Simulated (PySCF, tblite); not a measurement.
# C₃H₄FNO: open-shell or spin-flip excitations

Aim: compute the open-shell or spin-flip excitations of C₃H₄FNO (`C=C(F)NC=O`).

Programs: tblite 0.8.0 and PySCF 2.14.0, with routines of our own; each step states its level. All values are computed. Atoms count from 0.

## 1. The starting structure

10 atoms, charge 0, multiplicity 1; geometry from: force field or distance geometry start.

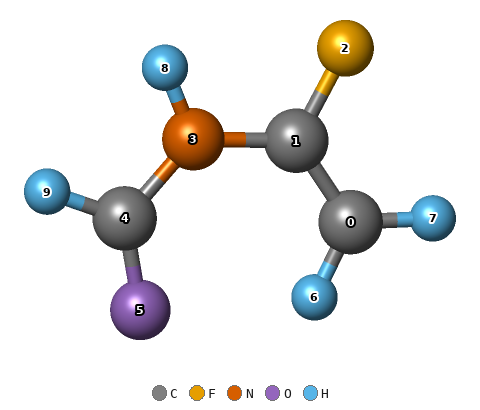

The starting geometry (carbon grey, fluorine amber, nitrogen orange, oxygen purple, hydrogen blue).

## 2. Optimising the geometry with GFN2-xTB, one coordinate held

Job settings and geometry (Å):

```
{"job": {"kind": "relax", "xc": "GFN2-xTB", "basis": "xTB"}, "charge": 0, "multiplicity": 1}
C     -1.408000     0.596800    -0.240800
C     -0.589600     0.140300     0.684000
F     -1.021800     0.131300     1.973400
N      0.678600    -0.333700     0.482000
C      1.371100    -0.454300    -0.682000
O      1.007300    -0.150800    -1.819900
H     -1.102100     0.623000    -1.281100
H     -2.404900     0.970900    -0.013400
H      1.155500    -0.651200     1.333200
H      2.370500    -0.879800    -0.506500
```

The run is started by

```
$ OMP_NUM_THREADS=1 python excited_run.py task.json out
```

This one command runs all jobs of the session in turn.

Standard output:

```text
step      E/eV     max force
  0    -548.36538    2.374
  1    -548.39941    3.239
  2    -548.45373    0.577
  3    -548.46275    0.425
  4    -548.47733    0.369
  5    -548.48330    0.231
  6    -548.48512    0.146
  7    -548.48644    0.164
  8    -548.48757    0.115
  9    -548.48836    0.063
 10    -548.48864    0.053
 11    -548.48885    0.047
 12    -548.48903    0.051
 13    -548.48917    0.046
 14    -548.48926    0.032
 15    -548.48934    0.029
 16    -548.48941    0.025
 17    -548.48947    0.026
 18    -548.48950    0.024
 19    -548.48952    0.023
 20    -548.48954    0.023
 21    -548.48956    0.024
 22    -548.48958    0.024
 23    -548.48960    0.024
```

It took 0.22 s on 1 thread of Arm Neoverse V2, shared host.

One coordinate is held by a constraint (a dihedral, as typed in the start), so the force along it need not vanish.

Along the way:

```
step  energy from step 0 (eV)  largest force (eV/Å)
   0                   0.0000                2.3738
   1                  -0.0340                3.2395
   2                  -0.0883                0.5766
   3                  -0.0974                0.4252
   4                  -0.1120                0.3690
   5                  -0.1179                0.2307
   6                  -0.1197                0.1456
   7                  -0.1211                0.1642
   8                  -0.1222                0.1150
   9                  -0.1230                0.0626
  10                  -0.1233                0.0528
  11                  -0.1235                0.0470
  12                  -0.1236                0.0512
  13                  -0.1238                0.0458
  14                  -0.1239                0.0320
  15                  -0.1240                0.0293
  16                  -0.1240                0.0245
  17                  -0.1241                0.0258
  18                  -0.1241                0.0242
  19                  -0.1241                0.0229
  20                  -0.1242                0.0234
  21                  -0.1242                0.0235
  22                  -0.1242                0.0242
  23                  -0.1242                0.0235
```

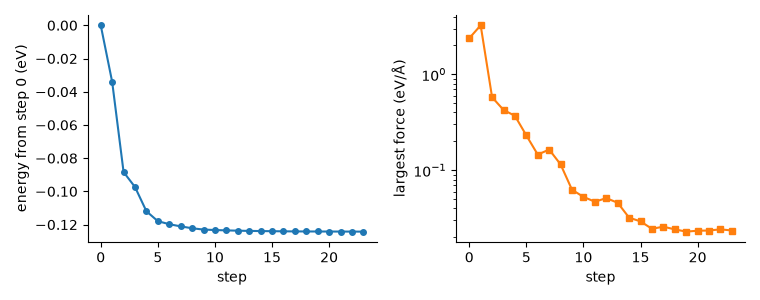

Energy and largest force along the relaxation.

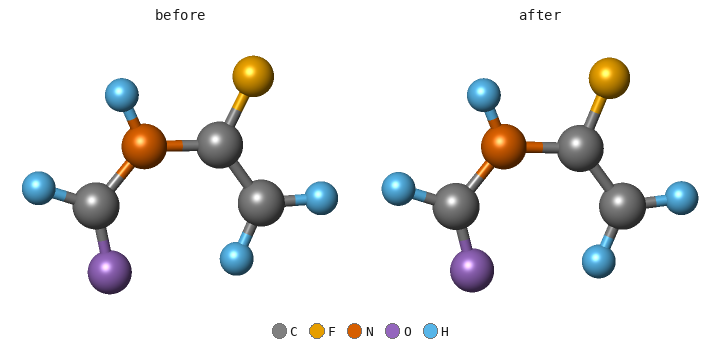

Before and after, at one scale.

Close pairs (by a distance rule), those that changed most:

```
 bond  before (Å)  after (Å)  change (Å)
C4–O5       1.233      1.200      -0.033
C1–N3       1.369      1.391      +0.022
C0–H7       1.089      1.073      -0.016
N3–H8       1.026      1.011      -0.015
C0–H6       1.085      1.072      -0.013
C1–F2       1.360      1.354      -0.006
C4–H9       1.100      1.105      +0.004
C0–C1       1.317      1.319      +0.003
```

The next job starts from the end point, and lists it.

## 3. Open-shell or spin-flip excitations: collinear spin-flip TDA BHandHLYP/def2-SVP

Job settings and geometry (Å):

```
{"job": {"kind": "uabs", "xc": "BHandHLYP", "basis": "def2-SVP", "nstates": 8, "spin_flip": true, "ref_mult": 3}, "charge": 0, "multiplicity": 1}
C     -1.426800     0.609131    -0.275576
C     -0.599008     0.148163     0.642663
F     -0.951906     0.107515     1.948826
N      0.692527    -0.346828     0.494187
C      1.379011    -0.458120    -0.674721
O      0.980020    -0.147354    -1.762934
H     -1.134730     0.637662    -1.306414
H     -2.397538     0.968191     0.008191
H      1.131555    -0.642789     1.354960
H      2.383530    -0.883201    -0.500382
```

Method: collinear spin-flip TDA BHandHLYP/def2-SVP, vertical, gas phase, core orbitals frozen in the response.

Standard output:

```text
coarse grid: 8976 points
cycle   1  E = -345.6541361541  dE =  1.393e+00  |g| = 6.936e-01  |ddm| = 2.499e+00
cycle   2  E = -344.5629861167  dE =  1.091e+00  |g| = 1.572e+00  |ddm| = 2.171e+00
cycle   3  E = -345.8380085597  dE = -1.275e+00  |g| = 2.617e-01  |ddm| = 1.887e+00
cycle   4  E = -345.8769527852  dE = -3.894e-02  |g| = 1.192e-01  |ddm| = 4.862e-01
cycle   5  E = -345.8847963045  dE = -7.844e-03  |g| = 4.235e-02  |ddm| = 1.432e-01
cycle   6  E = -345.8870201968  dE = -2.224e-03  |g| = 3.306e-02  |ddm| = 1.106e-01
cycle   7  E = -345.8891891429  dE = -2.169e-03  |g| = 2.170e-02  |ddm| = 1.057e-01
cycle   8  E = -345.8908254814  dE = -1.636e-03  |g| = 1.123e-02  |ddm| = 1.344e-01
cycle   9  E = -345.8912950319  dE = -4.696e-04  |g| = 4.272e-03  |ddm| = 7.795e-02
cycle  10  E = -345.8913412072  dE = -4.618e-05  |g| = 3.987e-03  |ddm| = 1.416e-02
cycle  11  E = -345.8913740859  dE = -3.288e-05  |g| = 1.477e-03  |ddm| = 1.640e-02
cycle  12  E = -345.8913821477  dE = -8.062e-06  |g| = 7.524e-04  |ddm| = 8.962e-03
final grid: 88920 points
cycle  13  E = -345.9294453629  dE = -1.306e-05  |g| = 1.645e-03  |ddm| = 9.335e-03
cycle  14  E = -345.9294457194  dE = -3.564e-07  |g| = 1.822e-03  |ddm| = 3.145e-03
cycle  15  E = -345.9294469855  dE = -1.266e-06  |g| = 2.855e-04  |ddm| = 1.399e-03
cycle  16  E = -345.9294471144  dE = -1.289e-07  |g| = 2.230e-04  |ddm| = 6.694e-04
cycle  17  E = -345.9294472119  dE = -9.755e-08  |g| = 1.385e-04  |ddm| = 6.125e-04
cycle  18  E = -345.9294472622  dE = -5.031e-08  |g| = 6.599e-05  |ddm| = 5.510e-04
cycle  19  E = -345.9294472813  dE = -1.906e-08  |g| = 1.385e-05  |ddm| = 5.152e-04
cycle  20  E = -345.9294472818  dE = -5.086e-10  |g| = 7.667e-06  |ddm| = 6.353e-05
converged SCF energy = -345.9294472818

<S^2> of the reference = 2.0176 (exact 2.0000)

Spin-flip excitations, energies against the reference
state   eV       nm        f      <S^2>   main configurations
  1  -4.0082        -   0.00000   0.027   Ha->Lb 0.97
  2   0.7845    258.7   0.00022   2.037   H-2a->Lb 0.37, Ha->L+1b 0.34, Ha->L+5b 0.14, H-3a->Lb 0.11
  3   2.5801    188.2   0.27582   0.412   Ha->L+1b 0.62, H-2a->Lb 0.27
  4   3.2033    171.9   0.00066   1.024   Ha->L+2b 0.88
  5   3.3259    169.1   0.00004   1.081   H-1a->Lb 0.90
  6   3.7431    160.0   0.19057   0.814   Ha->L+5b 0.54, H-2a->Lb 0.28, H-3a->Lb 0.09
  7   4.3570    148.2   0.00306   1.023   Ha->L+4b 0.36, Ha->L+3b 0.32, Ha->L+6b 0.15, Ha->L+2b 0.10
  8   4.8973    139.2   0.01085   1.020   Ha->L+3b 0.57, Ha->L+6b 0.26, Ha->L+4b 0.11
```

Wall time 6.6 s (1 thread of Arm Neoverse V2, shared host); peak memory 0.51 GiB.

The ⟨S²⟩ below is that of the reference state, of multiplicity 3.

Key values:

```
               quantity      value
low spin less high spin  -4.793 eV
                   ⟨S²⟩      2.018
```

Löwdin spin populations of the reference state:

```
atom  value (e)
  C0       0.94
  C1       0.69
  F2       0.07
  N3       0.04
  C4       0.09
  O5       0.17
  H6       0.00
  H7       0.00
  H8       0.00
  H9       0.00
```

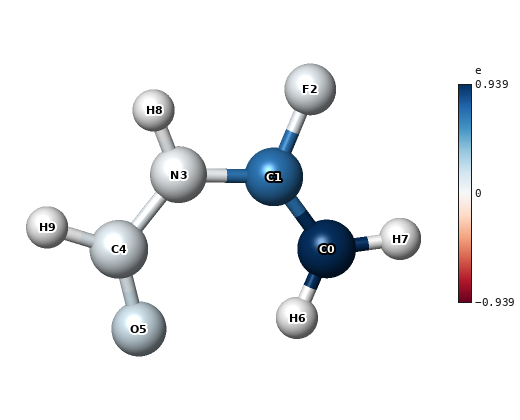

Löwdin spin populations of the reference state, as colours on the atoms.

## 4. Results

```
                                                                    quantity      value
low spin less high spin (step 3, collinear spin-flip TDA BHandHLYP/def2-SVP)  -4.793 eV
```

What this shows: The values above hold for this geometry and these levels alone.
